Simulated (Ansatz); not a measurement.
**BF₂+: a spread of methods and bases**

How do the results and run time of BF₂+ respond when the settings are drawn wide?

Program: Ansatz 0.2.0, Gaussian basis. Level of theory: the settings change from run to run. These are calculated values, not measurements.

### Step 1. The molecule

The geometry comes from an earlier relaxation with PBE0-D4 in a triple-zeta def2 set; it is a stationary point.

SMILES `F[B+]F`, 3 atoms, charge 1, spin multiplicity 1.

Atoms are counted from 1 here; the program's logs count them from 0.

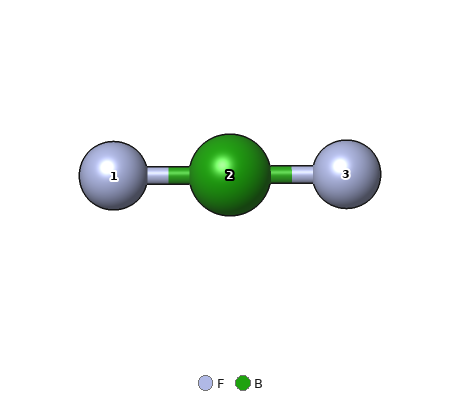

The structure; fluorine light blue, boron green; atoms are numbered from 1 in the order of the file.

### Step 2. CAM-B3LYP/pcseg-2

Options: a grid of angular degree 23, D3(BJ) with three-body dispersion.

File in.yaml:

```yaml
crystal:
  periodic: [false, false, false]
  atoms:
    - {symbol: F, position_ang: [0.329707, 1.140517, 0.307700]}
    - {symbol: B, position_ang: [0.000002, -0.000002, 0.000002]}
    - {symbol: F, position_ang: [-0.329718, -1.140515, -0.307702]}
basis:
  gaussian: {orbitals: pcseg-2, final_grid: {core_spheres: 8, valence_spheres: 7, degree: 23}}
total_charge: 1
hamiltonian: {xc: {name: CAM-B3LYP}, dispersion: d3bjatm}
output: {forces: true}
```

Command:

```console
ansatz run in.yaml --threads 2 --pin off --events-out ev --progress --plain --max-ram 32768MiB --backend cpu
```

The log of the run, cut to the lines that bear on the results:

```text
Functional definition: CAM-B3LYP
  name "CAM-B3LYP"
  cite "Yanai, Tew & Handy, Chem. Phys. Lett. 393, 51 (2004) doi:10.1016/j.cplett.2004.06.011"
  cite "Iikura, Tsuneda, Yanai & Hirao, J. Chem. Phys. 115, 3540 (2001) doi:10.1063/1.1383587"
  cite "Becke, Phys. Rev. A 38, 3098 (1988) doi:10.1103/PhysRevA.38.3098"
  cite "Lee, Yang & Parr, Phys. Rev. B 37, 785 (1988) doi:10.1103/PhysRevB.37.785"
  cite "Vosko, Wilk & Nusair, Can. J. Phys. 58, 1200 (1980) doi:10.1139/p80-159"
[...]
  # Exact exchange under (alpha + beta erf(omega r))/r, Becke's under what is left of 1/r.
[...]
488 factors; their error is unknown
104 factors; integrals over basis functions are off by at most 4.0e-5 eV
[...]
mean field -6103.24713395 eV, -224.2901952432 hartree, gradient 4.4e-6 eV, S^2 0.000000; 0 other end points of the search recorded, 0 dependent functions left out
[...]
reference -6103.24719801 eV, -224.2901975972 hartree; 11, 11 occupied and 79, 79 virtual orbitals, 488 factors
Total energy: -6103.26113895 eV, -224.2907099173 hartree
Atom 0 at     0.329707     1.140517     0.307700 Å, force    -0.077141    -0.266941    -0.072005 eV/Å
Atom 1 at     0.000002    -0.000002     0.000002 Å, force    -0.000052     0.000021    -0.000021 eV/Å
Atom 2 at    -0.329718    -1.140515    -0.307702 Å, force     0.077193     0.266920     0.072026 eV/Å
Dipole moment:     0.000009    -0.000003     0.000003 e Å
```

It took 1.1 s on 2 threads, shared host.

Largest force 0.287 eV/Å.

### Step 3. LC-wPBE/def2-mTZVP

Options: high accuracy.

File in.yaml:

```yaml
crystal:
  periodic: [false, false, false]
  atoms:
    - {symbol: F, position_ang: [0.329707, 1.140517, 0.307700]}
    - {symbol: B, position_ang: [0.000002, -0.000002, 0.000002]}
    - {symbol: F, position_ang: [-0.329718, -1.140515, -0.307702]}
basis:
  gaussian: {orbitals: def2-mTZVP}
total_charge: 1
hamiltonian: {xc: {name: LC-wPBE}}
accuracy: high
output: {forces: true}
```

Same command.

The log of the run, cut to the lines that bear on the results:

```text
Functional definition: LC-wPBE
  name "LC-wPBE"
  cite "Vydrov & Scuseria, J. Chem. Phys. 125, 234109 (2006) doi:10.1063/1.2409292"
  cite "Heyd & Scuseria, J. Chem. Phys. 120, 7274 (2004) doi:10.1063/1.1668634"
  cite "Ernzerhof & Perdew, J. Chem. Phys. 109, 3313 (1998) doi:10.1063/1.476928"
  cite "Perdew, Burke & Ernzerhof, Phys. Rev. Lett. 77, 3865 (1996) doi:10.1103/PhysRevLett.77.3865"
  parent pbe
[...]
976 factors; integrals over basis functions are off by at most 3.9e-9 eV
278 factors; integrals over basis functions are off by at most 1.5e-9 eV
[...]
mean field -6100.93497910 eV, -224.2052251195 hartree, gradient 4.7e-8 eV, S^2 0.000000; 0 other end points of the search recorded, 0 dependent functions left out
[...]
reference -6100.93497910 eV, -224.2052251195 hartree; 11, 11 occupied and 46, 46 virtual orbitals, 976 factors
Total energy: -6100.93497910 eV, -224.2052251195 hartree
Atom 0 at     0.329707     1.140517     0.307700 Å, force     0.075628     0.261527     0.070568 eV/Å
Atom 1 at     0.000002    -0.000002     0.000002 Å, force    -0.000041     0.000016    -0.000016 eV/Å
Atom 2 at    -0.329718    -1.140515    -0.307702 Å, force    -0.075587    -0.261543    -0.070552 eV/Å
Dipole moment:     0.000009    -0.000003     0.000003 e Å
```

It took 2.5 s on 2 threads, shared host.

Largest force 0.281 eV/Å.

### Step 4. wB97X/def2-TZVPD

This run has atoms shaken by 0.03 Å, a point charge of 0.50 e beside it.

File in.yaml:

```yaml
crystal:
  periodic: [false, false, false]
  atoms:
    - {symbol: F, position_ang: [0.299355, 1.091621, 0.310003]}
    - {symbol: B, position_ang: [-0.008055, 0.020931, -0.017983]}
    - {symbol: F, position_ang: [-0.358403, -1.179311, -0.278390]}
basis:
  gaussian: {orbitals: def2-TZVPD, point_charges: [{charge: 0.50, position_ang: [4.894, 0.522, 0.444]}]}
total_charge: 1
hamiltonian: {xc: {name: wB97X}}
output: {forces: true}
```

The command is unchanged.

The log of the run, cut to the lines that bear on the results:

```text
Functional definition: wB97X
  name "wB97X"
  cite "Chai & Head-Gordon, J. Chem. Phys. 128, 084106 (2008) doi:10.1063/1.2834918"
  cite "Becke, J. Chem. Phys. 107, 8554 (1997) doi:10.1063/1.475007"
[...]
  # The coefficients of nought are those of the uniform gas.
[...]
      + exact_x_lr(omega)
[...]
      + integral(e_c_pw_opposite_spin*poly(b97_u_opposite, 1, cos1, cos2, cos3, cos4))
559 factors; their error is unknown
165 factors; integrals over basis functions are off by at most 2.7e-5 eV
[...]
mean field -6101.84841741 eV, -224.2387933584 hartree, gradient 1.7e-5 eV, S^2 0.000000; 0 other end points of the search recorded, 0 dependent functions left out
[...]
reference -6101.84839237 eV, -224.2387924383 hartree; 11, 11 occupied and 106, 106 virtual orbitals, 559 factors
Total energy: -6101.84839237 eV, -224.2387924383 hartree
Atom 0 at     0.299355     1.091621     0.310003 Å, force     1.637321     5.504301     1.507221 eV/Å
Atom 1 at    -0.008055     0.020931    -0.017983 Å, force    -2.732527    -8.078764    -1.929284 eV/Å
Atom 2 at    -0.358403    -1.179311    -0.278390 Å, force     0.803529     2.546921     0.394064 eV/Å
Dipole moment:     0.012704     0.114646    -0.028438 e Å
```

Run time: 3 s. Hardware: 2 threads, shared host.

Largest force 8.744 eV/Å.

### Step 5. B3LYP5/def2-TZVP

Set apart from the defaults: density fitting with cc-pVTZ-jkfit.

File in.yaml:

```yaml
crystal:
  periodic: [false, false, false]
  atoms:
    - {symbol: F, position_ang: [0.329707, 1.140517, 0.307700]}
    - {symbol: B, position_ang: [0.000002, -0.000002, 0.000002]}
    - {symbol: F, position_ang: [-0.329718, -1.140515, -0.307702]}
basis:
  gaussian: {orbitals: def2-TZVP, fitting: {mean_field: cc-pVTZ-jkfit}}
total_charge: 1
hamiltonian: {xc: {name: B3LYP5}}
```

The command is unchanged.

The log of the run, cut to the lines that bear on the results:

```text
Functional definition: B3LYP5
  name "B3LYP5"
  cite "Stephens, Devlin, Chabalowski & Frisch, J. Phys. Chem. 98, 11623 (1994) doi:10.1021/j100096a001"
  cite "Becke, Phys. Rev. A 38, 3098 (1988) doi:10.1103/PhysRevA.38.3098"
  cite "Lee, Yang & Parr, Phys. Rev. B 37, 785 (1988) doi:10.1103/PhysRevB.37.785"
  cite "Vosko, Wilk & Nusair, Can. J. Phys. 58, 1200 (1980) doi:10.1139/p80-159"
[...]
237 factors; integrals over basis functions are off by at most 8.3e-1 eV
[...]
mean field -6102.74734705 eV, -224.2718284133 hartree, gradient 4.9e-5 eV, S^2 0.000000; 0 other end points of the search recorded, 0 dependent functions left out
reference -6102.74746869 eV, -224.2718328836 hartree; 11, 11 occupied and 82, 82 virtual orbitals, 237 factors
Total energy: -6102.74746869 eV, -224.2718328836 hartree
```

Run time: 0.77 s. Hardware: 2 threads, shared host.

### Step 6. BHLYP/def2-TZVPP

This run has coordinates scaled by 1.05.

File in.yaml:

```yaml
crystal:
  periodic: [false, false, false]
  atoms:
    - {symbol: F, position_ang: [0.346192, 1.197543, 0.323085]}
    - {symbol: B, position_ang: [0.000002, -0.000002, 0.000003]}
    - {symbol: F, position_ang: [-0.346204, -1.197541, -0.323088]}
basis:
  gaussian: {orbitals: def2-TZVPP}
total_charge: 1
hamiltonian: {xc: {name: BHLYP}}
output: {forces: true}
```

Launched as before.

The log of the run, cut to the lines that bear on the results:

```text
Functional definition: BHLYP
  name "BHLYP"
  cite "Becke, J. Chem. Phys. 98, 1372 (1993) doi:10.1063/1.464304"
  cite "Becke, Phys. Rev. A 38, 3098 (1988) doi:10.1103/PhysRevA.38.3098"
  cite "Lee, Yang & Parr, Phys. Rev. B 37, 785 (1988) doi:10.1103/PhysRevB.37.785"
[...]
559 factors; their error is unknown
[...]
mean field -6102.43723925 eV, -224.2604321621 hartree, gradient 1.8e-5 eV, S^2 0.000000; 0 other end points of the search recorded, 0 dependent functions left out
[...]
reference -6102.43732318 eV, -224.2604352464 hartree; 11, 11 occupied and 82, 82 virtual orbitals, 559 factors
Total energy: -6102.43732318 eV, -224.2604352464 hartree
Atom 0 at     0.346192     1.197543     0.323085 Å, force    -1.199462    -4.149282    -1.119407 eV/Å
Atom 1 at     0.000002    -0.000002     0.000003 Å, force    -0.000099     0.000043    -0.000055 eV/Å
Atom 2 at    -0.346204    -1.197541    -0.323088 Å, force     1.199561     4.149238     1.119462 eV/Å
Dipole moment:     0.000009    -0.000004     0.000005 e Å
```

It took 1.2 s on 2 threads, shared host.

Largest force 4.462 eV/Å.

### Step 7. wB97X-V/6-31++G**

Options: multiplicity 3, restricted open-shell orbitals, a grid of angular degree 47.

File in.yaml:

```yaml
crystal:
  periodic: [false, false, false]
  atoms:
    - {symbol: F, position_ang: [0.329707, 1.140517, 0.307700]}
    - {symbol: B, position_ang: [0.000002, -0.000002, 0.000002]}
    - {symbol: F, position_ang: [-0.329718, -1.140515, -0.307702]}
basis:
  gaussian: {orbitals: "6-31++G**", final_grid: {core_spheres: 20, valence_spheres: 16, degree: 47}}
total_charge: 1
magnetization: {spin_polarized: false, initial_magnetization: 2}
hamiltonian: {xc: {name: wB97X-V}}
output: {forces: true}
```

The command is unchanged.

The log of the run, cut to the lines that bear on the results:

```text
Functional definition: wB97X-V
  name "wB97X-V"
  cite "Mardirossian & Head-Gordon, Phys. Chem. Chem. Phys. 16, 9904 (2014) doi:10.1039/C3CP54374A"
  cite "Becke, J. Chem. Phys. 107, 8554 (1997) doi:10.1063/1.475007"
  cite "Vydrov & Van Voorhis, J. Chem. Phys. 133, 244103 (2010) doi:10.1063/1.3521275"
[...]
      + integral(e_c_pw_opposite_spin*poly(b97_u_opposite, cos0, cos1)) + vv10(b, c)
477 factors; their error is unknown
127 factors; integrals over basis functions are off by at most 5.2e-5 eV
[...]
mean field -6088.44228058 eV, -223.7461269170 hartree, gradient 2.6e-10 eV, S^2 2.000000; 14 other end points of the search recorded, 0 dependent functions left out
[...]
reference -6088.44228052 eV, -223.7461269147 hartree; 12, 10 occupied and 45, 47 virtual orbitals, 477 factors
Total energy: -6088.44228052 eV, -223.7461269147 hartree
Atom 0 at     0.329707     1.140517     0.307700 Å, force     2.449625     8.475915     2.286219 eV/Å
Atom 1 at     0.000002    -0.000002     0.000002 Å, force     0.001199    -0.000578     0.000858 eV/Å
Atom 2 at    -0.329718    -1.140515    -0.307702 Å, force    -2.450823    -8.475336    -2.287077 eV/Å
Dipole moment:    -0.000061     0.000031    -0.000047 e Å
```

It took 95 s on 2 threads, shared host.

Largest force 9.114 eV/Å.

### Step 8. wPBEh/cc-pCVTZ

Options: density fitting with def2-universal-jkfit, finite nuclei.

File in.yaml:

```yaml
crystal:
  periodic: [false, false, false]
  atoms:
    - {symbol: F, position_ang: [0.329707, 1.140517, 0.307700]}
    - {symbol: B, position_ang: [0.000002, -0.000002, 0.000002]}
    - {symbol: F, position_ang: [-0.329718, -1.140515, -0.307702]}
basis:
  gaussian: {orbitals: cc-pCVTZ, fitting: {mean_field: def2-universal-jkfit}, nuclear_model: gaussian}
total_charge: 1
hamiltonian: {xc: {name: wPBEh}}
```

The command is unchanged.

The log of the run, cut to the lines that bear on the results:

```text
Functional definition: wPBEh
  name "wPBEh"
  cite "Heyd, Scuseria & Ernzerhof, J. Chem. Phys. 118, 8207 (2003) doi:10.1063/1.1564060"
  cite "Krukau, Vydrov, Izmaylov & Scuseria, J. Chem. Phys. 125, 224106 (2006) doi:10.1063/1.2404663"
  cite "Heyd & Scuseria, J. Chem. Phys. 120, 7274 (2004) doi:10.1063/1.1668634"
  cite "Ernzerhof & Perdew, J. Chem. Phys. 109, 3313 (1998) doi:10.1063/1.476928"
  cite "Perdew, Burke & Ernzerhof, Phys. Rev. Lett. 77, 3865 (1996) doi:10.1103/PhysRevLett.77.3865"
  parent pbe
[...]
229 factors; integrals over basis functions are off by at most 2.0e1 eV
229 factors; integrals over basis functions are off by at most 1.9e-7 eV
[...]
mean field -6099.16894580 eV, -224.1403245929 hartree, gradient 1.1e-5 eV, S^2 0.000000; 0 other end points of the search recorded, 0 dependent functions left out
reference -6099.16896556 eV, -224.1403253191 hartree; 11, 11 occupied and 118, 118 virtual orbitals, 229 factors
Total energy: -6099.16896556 eV, -224.1403253191 hartree
```

Run time: 1.1 s. Hardware: 2 threads, shared host.

### Step 9. wB97X-V/cc-pVTZ-DK

Set apart from the defaults: atoms shaken by 0.15 Å, relativity set to scalar, the search for lower states set to full.

File in.yaml:

```yaml
crystal:
  periodic: [false, false, false]
  atoms:
    - {symbol: F, position_ang: [0.475554, 1.161084, 0.170523]}
    - {symbol: B, position_ang: [-0.082749, 0.035831, -0.067059]}
    - {symbol: F, position_ang: [-0.367670, -1.061013, -0.701681]}
basis:
  gaussian: {orbitals: cc-pVTZ-DK}
total_charge: 1
hamiltonian: {xc: {name: wB97X-V}, pseudopotentials: {relativity: scalar}}
scf: {lower_state_search: full}
output: {forces: true}
```

Same command.

The log of the run, cut to the lines that bear on the results:

```text
Functional definition: wB97X-V
  name "wB97X-V"
  cite "Mardirossian & Head-Gordon, Phys. Chem. Chem. Phys. 16, 9904 (2014) doi:10.1039/C3CP54374A"
  cite "Becke, J. Chem. Phys. 107, 8554 (1997) doi:10.1063/1.475007"
  cite "Vydrov & Van Voorhis, J. Chem. Phys. 133, 244103 (2010) doi:10.1063/1.3521275"
[...]
      + integral(e_c_pw_opposite_spin*poly(b97_u_opposite, cos0, cos1)) + vv10(b, c)
505 factors; their error is unknown
93 factors; integrals over basis functions are off by at most 6.9e-5 eV
[...]
mean field -6107.17815090 eV, -224.4346574514 hartree, gradient 4.6e-5 eV, S^2 0.000000; 0 other end points of the search recorded, 0 dependent functions left out
[...]
reference -6107.17814977 eV, -224.4346574099 hartree; 11, 11 occupied and 79, 79 virtual orbitals, 505 factors
Total energy: -6107.17814977 eV, -224.4346574099 hartree
Relativity: scalar
Atom 0 at     0.475554     1.161084     0.170523 Å, force    -1.640572    -2.554307     0.040851 eV/Å
Atom 1 at    -0.082749     0.035831    -0.067059 Å, force     1.217783    -0.547312    -2.430598 eV/Å
Atom 2 at    -0.367670    -1.061013    -0.701681 Å, force     0.422789     3.101618     2.389748 eV/Å
Dipole moment:    -0.152683    -0.008875     0.228613 e Å
```

Run time: 3 s. Hardware: 2 threads, shared host.

Largest force 3.938 eV/Å.

### Step 10. B97M-V/aug-cc-pVDZ

This run has multiplicity 3.

File in.yaml:

```yaml
crystal:
  periodic: [false, false, false]
  atoms:
    - {symbol: F, position_ang: [0.329707, 1.140517, 0.307700]}
    - {symbol: B, position_ang: [0.000002, -0.000002, 0.000002]}
    - {symbol: F, position_ang: [-0.329718, -1.140515, -0.307702]}
basis:
  gaussian: {orbitals: aug-cc-pVDZ}
total_charge: 1
magnetization: {spin_polarized: true, initial_magnetization: 2}
hamiltonian: {xc: {name: B97M-V}}
output: {forces: true}
```

Same command.

The log of the run, cut to the lines that bear on the results:

```text
Functional definition: B97M-V
  name "B97M-V"
  cite "Mardirossian & Head-Gordon, J. Chem. Phys. 142, 074111 (2015) doi:10.1063/1.4907719"
  cite "Becke, J. Chem. Phys. 107, 8554 (1997) doi:10.1063/1.475007"
  cite "Vydrov & Van Voorhis, J. Chem. Phys. 133, 244103 (2010) doi:10.1063/1.3521275"
  # Of w^i u^j: cxij and so on, Table III.
[...]
  gx(w, u) = cx00 + cx01*u + cx02*u^2 + (cx10 + cx11*u)*w
  gss(w, u) = css00 + css02*u^2 + css10*w + (css32*w^3 + css42*w^4)*u^2
  gos(w, u) = cos00 + cos01*u + cos03*u^3 + cos10*w + cos32*w^3*u^2
[...]
      + integral(e_c_pw_mod_opposite_spin*gos(b97_w_opposite, b97_u_opposite)) + vv10(b, c)
561 factors; their error is unknown
[...]
mean field -6089.66313077 eV, -223.7909923338 hartree, gradient 7.7e-10 eV, S^2 2.004160; 17 other end points of the search recorded, 0 dependent functions left out
[...]
reference -6089.66323336 eV, -223.7909961040 hartree; 12, 10 occupied and 57, 59 virtual orbitals, 561 factors
Total energy: -6089.66323336 eV, -223.7909961040 hartree
Atom 0 at     0.329707     1.140517     0.307700 Å, force     2.532424     8.760663     2.363202 eV/Å
Atom 1 at     0.000002    -0.000002     0.000002 Å, force     0.000328    -0.000263     0.000622 eV/Å
Atom 2 at    -0.329718    -1.140515    -0.307702 Å, force    -2.532752    -8.760401    -2.363824 eV/Å
Dipole moment:    -0.000008     0.000011    -0.000032 e Å
```

It took 3.3 min on 2 threads, shared host.

Largest force 9.421 eV/Å, ⟨S²⟩ 2.004.

### Step 11. The runs in one table

```csv
level,charge,multiplicity,geometry,functions,energy (eV),time
CAM-B3LYP/pcseg-2,1,1,relaxed,90,-6103.261,1.1 s
LC-wPBE/def2-mTZVP,1,1,relaxed,57,-6100.935,2.5 s
wB97X/def2-TZVPD,1,1,"shaken, point charge",117,-6101.848,3 s
B3LYP5/def2-TZVP,1,1,relaxed,93,-6102.747,0.77 s
BHLYP/def2-TZVPP,1,1,scaled,93,-6102.437,1.2 s
wB97X-V/6-31++G**,1,3,relaxed,57,-6088.442,95 s
wPBEh/cc-pCVTZ,1,1,relaxed,129,-6099.169,1.1 s
wB97X-V/cc-pVTZ-DK,1,1,shaken,90,-6107.178,3 s
B97M-V/aug-cc-pVDZ,1,3,relaxed,69,-6089.663,3.3 min
```

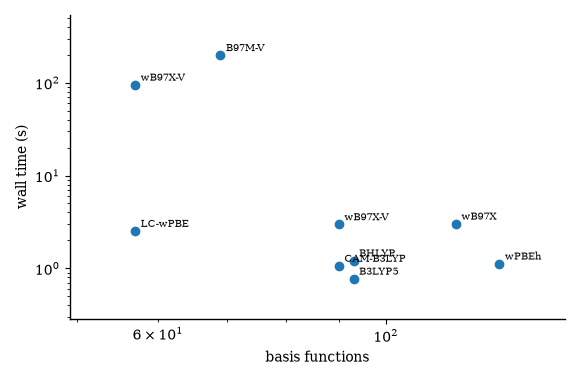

Wall time against the number of basis functions (shared host).

### Step 12. Summary of results

| quantity | value |
| --- | --- |
| runs | 9 |
| quickest | B3LYP5/def2-TZVP, 0.77 s |
| slowest | B97M-V/aug-cc-pVDZ, 3.3 min |
| spread of total energies, same state and geometry | 4.1 eV |

What this shows: Run time spans a factor of 257, from B3LYP5/def2-TZVP to B97M-V/aug-cc-pVDZ. The jobs differ in tasks and options as well as level. Total energies at one charge and spin differ by 4 eV between levels, so only differences within one level mean anything. At the PBE0-D4/def2-TZVP geometry and in the same state, runs without warnings or point charges leave forces up to 0.29 eV/Å (CAM-B3LYP/pcseg-2), against 4.5 eV/Å where the atoms were moved.
